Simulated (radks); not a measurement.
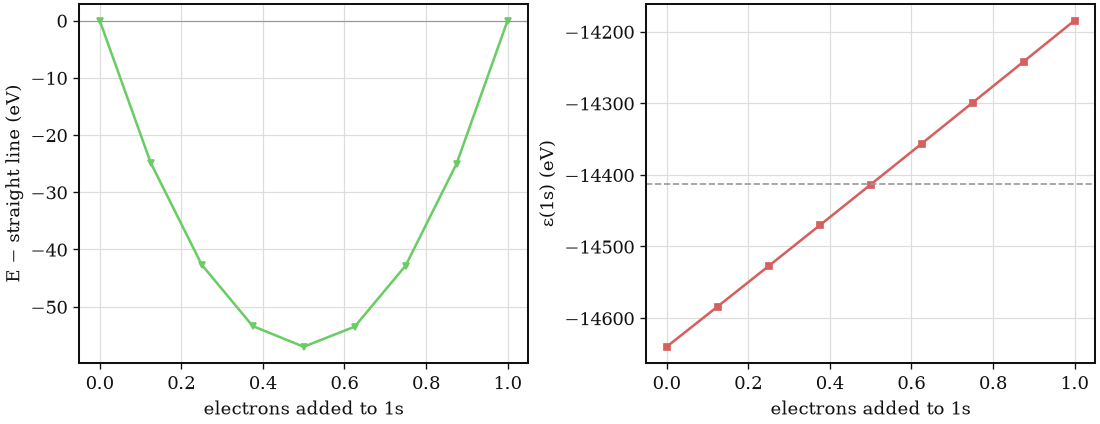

All numbers are computed, not measured: Dirac Kohn-Sham, PBEsol, spin-unpolarised, spherical densities, point nucleus (the in-house radial solver radks). The occupation of the 1s shell is varied from Kr⁴⁺ (1s1 2s2 2p6 3s2 3p6 3d10 4s2 4p3 (open shells shared over both j by 2j + 1)) to Kr³⁺ ([Ar] 3d10 4s2 4p3 (open shells shared over both j by 2j + 1)), with spherical fractional occupations. The plot shows the total energy less the straight line between the end points, and the eigenvalue of 1s (the dashed line is minus the energy to take the whole electron out).

Q: Describe the curve.

A: The curve is convex (below the straight line), with the largest deviation among the points computed, −57.00 eV, at 0.5. The end points differ by 14.41 keV, the energy to take the electron out. The eigenvalue, which is the slope of the energy (Janak's theorem), moves from −14.64 keV at 0 to −14.18 keV at 1; for a straight line it would stay constant, and a parabola would sag by an eighth of this change, scaled to a whole electron, 56.95 eV. Convexity is the delocalisation error: fractional charges are too low in energy. The shell lies under occupied ones, so the straight line is a guide here rather than an exact condition.
